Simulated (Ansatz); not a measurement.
## Geometry relaxation, with input and output: CH$_{5}$AlO$_{3}$

The run: geometry relaxation of CH$_{5}$AlO$_{3}$, SMILES C[O][Al]([OH])[OH]. Method and program: RKS B3LYP-D4/def2-SVP (Ansatz 0.2.0).

Figures and captions count atoms from 1; the log counts them from 0 in places.

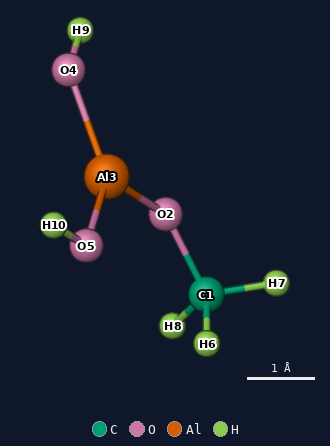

Fig. 1: The starting structure (ball-and-stick view, seen at a tilt; atoms are numbered from 1 in the order of the input). Sticks mark near contacts. Bond lengths as drawn: Al–O 1.70 to 1.71 Å, C–H 1.11 Å, C–O 1.40 Å and H–O 0.97 Å.

## Input file
```yaml
crystal:
  periodic: [false, false, false]
  atoms:
    - { symbol: C, position_ang: [-0.667033, 1.03382, 1.368897] }
    - { symbol: O, position_ang: [-0.399275, -0.184574, 0.727644] }
    - { symbol: Al, position_ang: [0.358322, -0.642122, -0.729548] }
    - { symbol: O, position_ang: [0.489149, -2.299229, -1.140326] }
    - { symbol: O, position_ang: [0.988589, 0.559393, -1.773103] }
    - { symbol: H, position_ang: [-0.187413, 1.909515, 0.872867] }
    - { symbol: H, position_ang: [-0.306184, 1.007119, 2.422654] }
    - { symbol: H, position_ang: [-1.763475, 1.231447, 1.404658] }
    - { symbol: H, position_ang: [0.139313, -2.984278, -0.549555] }
    - { symbol: H, position_ang: [1.431008, 0.317808, -2.601389] }
basis:
  gaussian: { orbitals: def2-SVP }
hamiltonian:
  xc: { name: B3LYP }
  dispersion: d4
output:
  forces: true
relax:
  f_tol: 0.003
  max_steps: 120
```

Command:
```bash
ansatz run input.yaml --threads 1 --pin off --max-ram 2560MiB --backend cpu --events-out ev --progress --plain --runs-dir out
```

## What the program printed
```
The last accepted step is kept in [file] (removed where the run ends without a failure and the disk answers)
Engine: ansatz 0.2.0, x86_64-unknown-linux-gnu
Functional definition: B3LYP
  parameter a0 = 0.2
  parameter ax = 0.72
  parameter ac = 0.81
  exchange = (1 - a0 - ax)*slater_x + ax*b88_x + a0*exact_x
  correlation = (1 - ac)*vwn_rpa_c + ac*lyp_c
1018 factors; integrals over basis functions are off by at most 3.8e-4 eV
mean field evaluation 1: about -13839.1899 eV, gradient 8.9e1 eV
mean field evaluation 2: about -13813.8681 eV, gradient 1.4e2 eV
mean field evaluation 4: about -13853.3926 eV, gradient 4.6e0 eV
mean field evaluation 8: about -13853.4558 eV, gradient 6.4e-2 eV
mean field -13853.45577722 eV, -509.1051096032 hartree, gradient 1.6e-5 eV, S^2 0.000000; 0 other end points of the search recorded, 0 dependent functions left out
the calculation of the forces begins
reference -13853.45602156 eV, -509.1051185824 hartree; 24, 24 occupied and 75, 75 virtual orbitals, 1018 factors
relax step   1: F+E_penalty+E_count = -13853.71373971 eV  Δ(F+E_penalty+E_count) = +0.000e0 eV  max|allowed force component| = 3.856e-1 eV/Å  Δτ_max = 0.0000 Å  (24 SCF iters, accepted)
these checks for a lower state are left out or cut short: starts, cluster_reference, orbital_swaps, neighbouring_geometries, increment
1018 factors; integrals over basis functions are off by at most 3.7e-4 eV
mean field evaluation 16: about -13853.4479 eV, gradient 8.7e-1 eV
mean field -13853.46657335 eV, -509.1055063536 hartree, gradient 7.7e-6 eV, S^2 0.000000; 0 other end points of the search recorded, 0 dependent functions left out
[... from here on the field's lines of each further geometry are left out, up to the last ...]
relax step   2: F+E_penalty+E_count = -13853.72501377 eV  Δ(F+E_penalty+E_count) = -1.127e-2 eV  max|allowed force component| = 2.186e-1 eV/Å  Δτ_max = 0.0105 Å  (30 SCF iters, accepted)
relax step   3: F+E_penalty+E_count = -13853.72857488 eV  Δ(F+E_penalty+E_count) = -3.561e-3 eV  max|allowed force component| = 6.128e-2 eV/Å  Δτ_max = 0.0100 Å  (30 SCF iters, accepted)
relax step   4: F+E_penalty+E_count = -13853.73056912 eV  Δ(F+E_penalty+E_count) = -1.994e-3 eV  max|allowed force component| = 9.635e-2 eV/Å  Δτ_max = 0.0501 Å  (28 SCF iters, accepted)
relax step   5: F+E_penalty+E_count = -13853.73133068 eV  Δ(F+E_penalty+E_count) = -7.616e-4 eV  max|allowed force component| = 4.210e-2 eV/Å  Δτ_max = 0.0083 Å  (29 SCF iters, accepted)
relax step   6: F+E_penalty+E_count = -13853.73149265 eV  Δ(F+E_penalty+E_count) = -1.620e-4 eV  max|allowed force component| = 1.900e-3 eV/Å  Δτ_max = 0.0124 Å  (23 SCF iters, accepted)
relax step   7: F+E_penalty+E_count = -13853.73152451 eV  Δ(F+E_penalty+E_count) = -3.186e-5 eV  max|allowed force component| = 1.227e-2 eV/Å  Δτ_max = 0.0104 Å  (22 SCF iters, accepted)
relax step   8: F+E_penalty+E_count = -13853.73157203 eV  Δ(F+E_penalty+E_count) = -4.752e-5 eV  max|allowed force component| = 2.760e-2 eV/Å  Δτ_max = 0.0297 Å  (29 SCF iters, accepted)
relax step   9: F+E_penalty+E_count = -13853.73156280 eV  Δ(F+E_penalty+E_count) = +9.230e-6 eV  max|allowed force component| = 2.621e-2 eV/Å  Δτ_max = 0.0147 Å  (29 SCF iters, rejected (line search))
relax step  10: F+E_penalty+E_count = -13853.73160796 eV  Δ(F+E_penalty+E_count) = -3.593e-5 eV  max|allowed force component| = 1.375e-2 eV/Å  Δτ_max = 0.0072 Å  (21 SCF iters, accepted)
relax step  11: F+E_penalty+E_count = -13853.73162654 eV  Δ(F+E_penalty+E_count) = -1.858e-5 eV  max|allowed force component| = 7.323e-3 eV/Å  Δτ_max = 0.0158 Å  (29 SCF iters, accepted)
relax step  12: F+E_penalty+E_count = -13853.73163242 eV  Δ(F+E_penalty+E_count) = -5.881e-6 eV  max|allowed force component| = 4.913e-3 eV/Å  Δτ_max = 0.0067 Å  (20 SCF iters, accepted)
the calculation of the forces begins
reference -13853.47305162 eV, -509.1057444256 hartree; 24, 24 occupied and 75, 75 virtual orbitals, 1018 factors
relax step  13: F+E_penalty+E_count = -13853.73163615 eV  Δ(F+E_penalty+E_count) = -3.726e-6 eV  max|allowed force component| = 2.386e-3 eV/Å  Δτ_max = 0.0056 Å  (21 SCF iters, accepted)
1018 factors; integrals over basis functions are off by at most 3.6e-4 eV
mean field evaluation 96: about -13853.4728 eV, gradient 1.7e-5 eV
```

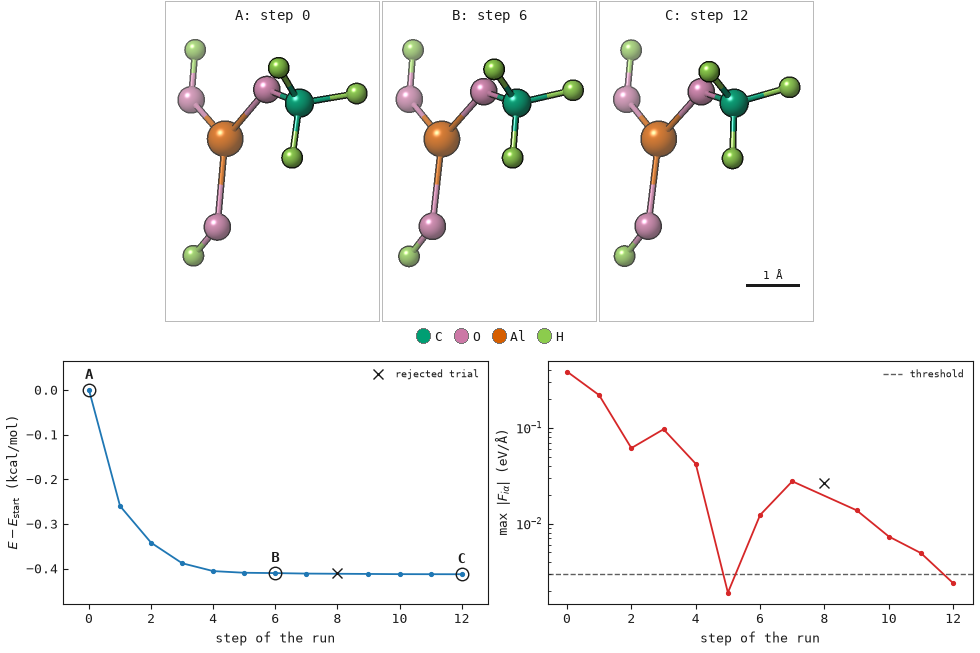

Fig. 2: Frames of the relaxation (ball-and-stick view, seen at a tilt) above the curves, on which the letters mark them (the first geometry is step 0 here and step 1 in the log).

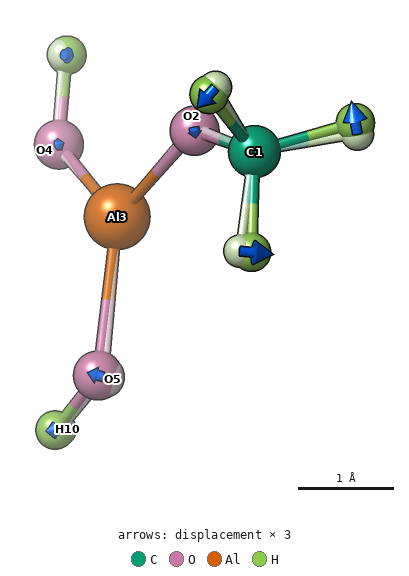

Fig. 3: Start (faint) and end (solid) with the displacements as blue arrows, magnified 3 times (ball-and-stick view, seen at a tilt). The two geometries are laid on each other by the best rigid fit. The largest moves after the best rigid fit, 0.13 Å, are those of H6 and H8. By element the largest moves are H 0.13 Å, O 0.06 Å, C 0.01 Å, Al 0.01 Å. Among the contacts that change: O2–Al3 1.705 → 1.690 Å, Al3–O4 1.712 → 1.698 Å, O4–H9 0.970 → 0.961 Å, C1–H6 1.115 → 1.107 Å. Among the angles that change: Al3–O4–H9 120.7° → 123.8°, C1–O2–Al3 135.1° → 138.0°. Over 12 geometry steps the energy falls by 0.41 kcal/mol. The largest force component goes from 0.39 to 0.0024 eV/Å. The line search rejected the trial step at point 8 (counted from 0) and went back. (Atoms are counted from 1 in the order of the input.)

```
mean field -13853.47280912 eV, -509.1057355142 hartree, gradient 1.7e-5 eV, S^2 0.000000; 1 other end points of the search recorded, 0 dependent functions left out
the calculation of the forces begins
reference -13853.47305162 eV, -509.1057444256 hartree; 24, 24 occupied and 75, 75 virtual orbitals, 1018 factors
Total energy: -13853.73187864 eV, -509.1152561432 hartree
Atom 0 at    -0.678445     1.040288     1.370022 Å, force    -0.000750    -0.000751     0.000614 eV/Å
Atom 1 at    -0.394858    -0.152327     0.698797 Å, force    -0.000991     0.002241     0.001385 eV/Å
Atom 2 at     0.367594    -0.639802    -0.728195 Å, force     0.000760     0.000269    -0.001367 eV/Å
Atom 3 at     0.460091    -2.287832    -1.125603 Å, force    -0.000471    -0.000257     0.000969 eV/Å
Atom 4 at     1.040584     0.525160    -1.762559 Å, force     0.000155    -0.001445    -0.000524 eV/Å
Atom 5 at    -0.306589     1.934817     0.835267 Å, force    -0.000450    -0.001807     0.000685 eV/Å
Atom 6 at    -0.221409     1.038511     2.377115 Å, force    -0.000809     0.000542    -0.001570 eV/Å
Atom 7 at    -1.769419     1.161049     1.505572 Å, force     0.002386     0.000120    -0.000137 eV/Å
Atom 8 at     0.097735    -2.990998    -0.579543 Å, force     0.000523     0.000372    -0.000828 eV/Å
Atom 9 at     1.487718     0.320033    -2.588072 Å, force    -0.000353     0.000715     0.000773 eV/Å
Dipole moment:    -0.020897    -0.069569     0.026910 e Å
```

## Trajectory as extended XYZ (Å, eV, eV/Å), 13 frames, from step=1 to step=13
```
10
Properties=species:S:1:pos:R:3:forces:R:3 step=1 energy=-13853.71374
C    -0.6670    1.0338    1.3689   -0.0687   0.1450   0.1389
O    -0.3993   -0.1846    0.7276    0.1430   0.0752  -0.2539
Al    0.3583   -0.6421   -0.7295   -0.0095   0.0181   0.0226
O     0.4891   -2.2992   -1.1403   -0.1809   0.0799   0.3477
O     0.9886    0.5594   -1.7731    0.0517  -0.3856  -0.1247
H    -0.1874    1.9095    0.8729   -0.1006  -0.2329   0.0899
H    -0.3062    1.0071    2.4227   -0.0766  -0.0078  -0.2596
H    -1.7635    1.2314    1.4047    0.2618  -0.0651  -0.0213
H     0.1393   -2.9843   -0.5496    0.1463   0.2441  -0.2541
H     1.4310    0.3178   -2.6014   -0.1665   0.1291   0.3146
10
Properties=species:S:1:pos:R:3:forces:R:3 step=2 energy=-13853.72501
C    -0.6663    1.0326    1.3667   -0.0291   0.0486   0.0586
O    -0.3961   -0.1825    0.7256    0.0974   0.0037  -0.1817
Al    0.3583   -0.6402   -0.7265   -0.0099   0.0130   0.0193
O     0.4855   -2.2920   -1.1360   -0.0715   0.1352   0.1487
O     0.9888    0.5552   -1.7677   -0.0208  -0.2186   0.0220
H    -0.1926    1.9021    0.8676   -0.0303  -0.0652   0.0275
H    -0.3022    1.0073    2.4129   -0.0240  -0.0005  -0.0747
H    -1.7576    1.2240    1.4038    0.0766  -0.0199  -0.0029
H     0.1371   -2.9752   -0.5515    0.0470   0.0344  -0.0872
H     1.4281    0.3175   -2.5922   -0.0353   0.0694   0.0706
10
Properties=species:S:1:pos:R:3:forces:R:3 step=3 energy=-13853.72857
C    -0.6660    1.0324    1.3650   -0.0097  -0.0193   0.0156
O    -0.3910   -0.1791    0.7205    0.0112   0.0347  -0.0229
Al    0.3584   -0.6389   -0.7248    0.0019   0.0022   0.0031
O     0.4812   -2.2848   -1.1314   -0.0219   0.0271   0.0425
O     0.9908    0.5482   -1.7634   -0.0002  -0.0613  -0.0041
H    -0.2013    1.9023    0.8645    0.0048   0.0110  -0.0071
H    -0.2968    1.0077    2.4063    0.0061   0.0011   0.0150
H    -1.7556    1.2150    1.4077   -0.0149   0.0008   0.0024
H     0.1339   -2.9713   -0.5542    0.0099  -0.0422  -0.0252
H     1.4294    0.3175   -2.5875    0.0128   0.0460  -0.0193
10
Properties=species:S:1:pos:R:3:forces:R:3 step=4 energy=-13853.73057
C    -0.6750    1.0430    1.3789    0.0571  -0.0822  -0.0964
O    -0.3793   -0.1448    0.7022    0.0089  -0.0308  -0.0256
Al    0.3666   -0.6403   -0.7334   -0.0306   0.0321   0.0628
O     0.4681   -2.2915   -1.1153    0.0367   0.0768  -0.0590
O     1.0145    0.5219   -1.7871   -0.0471   0.0080   0.0870
H    -0.2371    1.9294    0.8867    0.0076   0.0743  -0.0010
H    -0.2890    1.0069    2.4130    0.0133  -0.0062   0.0366
H    -1.7669    1.1978    1.4397   -0.0474   0.0050   0.0061
H     0.1263   -2.9994   -0.5653   -0.0331  -0.0487   0.0544
H     1.4548    0.3259   -2.6165    0.0345  -0.0284  -0.0650
10
Properties=species:S:1:pos:R:3:forces:R:3 step=5 energy=-13853.73133
C    -0.6718    1.0411    1.3732   -0.0148  -0.0333   0.0211
O    -0.3806   -0.1519    0.7047   -0.0071   0.0421   0.0127
Al    0.3650   -0.6398   -0.7302    0.0067  -0.0029  -0.0133
O     0.4696   -2.2890   -1.1185   -0.0019  -0.0159   0.0028
O     1.0107    0.5257   -1.7807    0.0093   0.0013  -0.0152
H    -0.2351    1.9323    0.8836    0.0052  -0.0201  -0.0135
H    -0.2871    1.0054    2.4093    0.0005   0.0111  -0.0022
H    -1.7652    1.1968    1.4356    0.0058   0.0045  -0.0005
H     0.1257   -2.9949   -0.5637    0.0037   0.0129  -0.0064
H     1.4516    0.3232   -2.6105   -0.0075   0.0002   0.0145
10
Properties=species:S:1:pos:R:3:forces:R:3 step=6 energy=-13853.73149
C    -0.6731    1.0399    1.3732   -0.0007   0.0015  -0.0003
O    -0.3851   -0.1526    0.7039   -0.0004  -0.0001   0.0002
Al    0.3647   -0.6396   -0.7299    0.0007  -0.0016  -0.0004
O     0.4698   -2.2887   -1.1198    0.0000   0.0012  -0.0005
O     1.0143    0.5267   -1.7776    0.0004   0.0002  -0.0003
H    -0.2427    1.9289    0.8744   -0.0009  -0.0011  -0.0006
H    -0.2776    1.0105    2.4053    0.0019   0.0001   0.0003
H    -1.7659    1.1943    1.4455   -0.0008  -0.0003   0.0006
H     0.1227   -2.9932   -0.5657   -0.0004   0.0006   0.0000
H     1.4559    0.3226   -2.6064    0.0002  -0.0004   0.0010
10
Properties=species:S:1:pos:R:3:forces:R:3 step=7 energy=-13853.73152
C    -0.6740    1.0398    1.3729    0.0035   0.0089  -0.0004
O    -0.3865   -0.1524    0.7034    0.0007  -0.0123  -0.0072
Al    0.3649   -0.6395   -0.7298   -0.0002   0.0010   0.0047
O     0.4687   -2.2885   -1.1207    0.0008   0.0049  -0.0025
O     1.0179    0.5265   -1.7756   -0.0031   0.0009   0.0052
H    -0.2511    1.9292    0.8685   -0.0023   0.0034   0.0020
H    -0.2696    1.0144    2.4018   -0.0001  -0.0002  -0.0008
H    -1.7668    1.1899    1.4539   -0.0003  -0.0017   0.0008
H     0.1194   -2.9927   -0.5677   -0.0020  -0.0037   0.0026
H     1.4603    0.3220   -2.6037    0.0030  -0.0013  -0.0045
10
Properties=species:S:1:pos:R:3:forces:R:3 step=8 energy=-13853.73157
C    -0.6760    1.0397    1.3720    0.0017   0.0276   0.0027
O    -0.3886   -0.1522    0.7023    0.0043  -0.0231  -0.0090
Al    0.3673   -0.6396   -0.7285   -0.0066   0.0040   0.0047
O     0.4644   -2.2880   -1.1235    0.0026   0.0066  -0.0014
O     1.0282    0.5259   -1.7700   -0.0043   0.0009   0.0114
H    -0.2760    1.9313    0.8523   -0.0075  -0.0018   0.0117
H    -0.2483    1.0266    2.3922   -0.0052  -0.0028  -0.0143
H    -1.7690    1.1760    1.4765    0.0121  -0.0035  -0.0001
H     0.1087   -2.9915   -0.5737   -0.0023  -0.0062   0.0037
H     1.4723    0.3208   -2.5969    0.0051  -0.0017  -0.0092
10
Properties=species:S:1:pos:R:3:forces:R:3 step=9 energy=-13853.73156 accepted=F
C    -0.6770    1.0398    1.3714   -0.0006   0.0262   0.0073
O    -0.3906   -0.1521    0.7010   -0.0035  -0.0154  -0.0100
Al    0.3642   -0.6394   -0.7303    0.0157   0.0022   0.0132
O     0.4627   -2.2880   -1.1243   -0.0049   0.0042  -0.0031
O     1.0337    0.5255   -1.7671   -0.0093  -0.0003   0.0045
H    -0.2888    1.9331    0.8452   -0.0082  -0.0084   0.0119
H    -0.2366    1.0316    2.3864   -0.0080  -0.0020  -0.0186
H    -1.7696    1.1695    1.4890    0.0174  -0.0029  -0.0009
H     0.1049   -2.9914   -0.5756   -0.0012  -0.0029   0.0013
H     1.4800    0.3202   -2.5929    0.0026  -0.0009  -0.0056
10
Properties=species:S:1:pos:R:3:forces:R:3 step=10 energy=-13853.73161
C    -0.6765    1.0399    1.3714    0.0019   0.0138   0.0059
O    -0.3891   -0.1523    0.7018   -0.0005  -0.0093  -0.0058
Al    0.3670   -0.6397   -0.7287   -0.0006   0.0019   0.0021
O     0.4632   -2.2880   -1.1239    0.0001   0.0019   0.0004
O     1.0309    0.5257   -1.7685   -0.0016  -0.0004   0.0034
H    -0.2825    1.9327    0.8495   -0.0037  -0.0031   0.0040
H    -0.2430    1.0289    2.3890   -0.0032  -0.0004  -0.0071
H    -1.7691    1.1726    1.4822    0.0067  -0.0025  -0.0009
H     0.1065   -2.9916   -0.5747   -0.0004  -0.0015   0.0005
H     1.4756    0.3207   -2.5953    0.0014  -0.0003  -0.0025
10
Properties=species:S:1:pos:R:3:forces:R:3 step=11 energy=-13853.73163
C    -0.6775    1.0401    1.3706    0.0001   0.0068   0.0067
O    -0.3912   -0.1523    0.7007   -0.0024  -0.0008  -0.0022
Al    0.3674   -0.6397   -0.7285    0.0023   0.0006  -0.0003
O     0.4611   -2.2879   -1.1250   -0.0014  -0.0009   0.0019
O     1.0364    0.5254   -1.7652    0.0000  -0.0018  -0.0010
H    -0.2961    1.9343    0.8416   -0.0027  -0.0060   0.0026
H    -0.2313    1.0346    2.3827   -0.0034   0.0010  -0.0064
H    -1.7695    1.1655    1.4948    0.0073  -0.0012  -0.0010
H     0.1013   -2.9912   -0.5774    0.0010   0.0013  -0.0016
H     1.4823    0.3202   -2.5915   -0.0008   0.0008   0.0014
10
Properties=species:S:1:pos:R:3:forces:R:3 step=12 energy=-13853.73163
C    -0.6780    1.0402    1.3703   -0.0007   0.0018   0.0039
O    -0.3928   -0.1523    0.6998   -0.0025   0.0022  -0.0002
Al    0.3674   -0.6397   -0.7284    0.0031   0.0001  -0.0008
O     0.4605   -2.2879   -1.1254   -0.0015  -0.0011   0.0016
O     1.0388    0.5253   -1.7638    0.0001  -0.0019  -0.0018
H    -0.3019    1.9347    0.8382   -0.0013  -0.0044   0.0013
H    -0.2260    1.0368    2.3797   -0.0021   0.0012  -0.0038
H    -1.7695    1.1629    1.5005    0.0049  -0.0003  -0.0005
H     0.0993   -2.9911   -0.5785    0.0010   0.0014  -0.0017
H     1.4852    0.3201   -2.5897   -0.0010   0.0010   0.0019
10
Properties=species:S:1:pos:R:3:forces:R:3 step=13 energy=-13853.73164
C    -0.6784    1.0403    1.3700   -0.0008  -0.0008   0.0006
O    -0.3949   -0.1523    0.6988   -0.0010   0.0022   0.0014
Al    0.3676   -0.6398   -0.7282    0.0008   0.0003  -0.0014
O     0.4601   -2.2878   -1.1256   -0.0005  -0.0003   0.0010
O     1.0406    0.5252   -1.7626    0.0002  -0.0014  -0.0005
H    -0.3066    1.9348    0.8353   -0.0004  -0.0018   0.0007
H    -0.2214    1.0385    2.3771   -0.0008   0.0005  -0.0016
H    -1.7694    1.1610    1.5056    0.0024   0.0001  -0.0001
H     0.0977   -2.9910   -0.5795    0.0005   0.0004  -0.0008
H     1.4877    0.3200   -2.5881   -0.0004   0.0007   0.0008
```

## Summary

| quantity | value |
| --- | --- |
| outcome | converged |
| total energy | −13853.7319 eV |
| mean-field energy | −13853.4731 eV |
| largest force (length of the vector) at the end | 0.003 eV/Å |
| hardware | 1 thread of Intel Xeon @ 2.50GHz (Skylake/Cascade Lake), 189 GiB of memory available, shared host |
| wall time | 2.4 min |
| peak memory | 0.21 GiB |
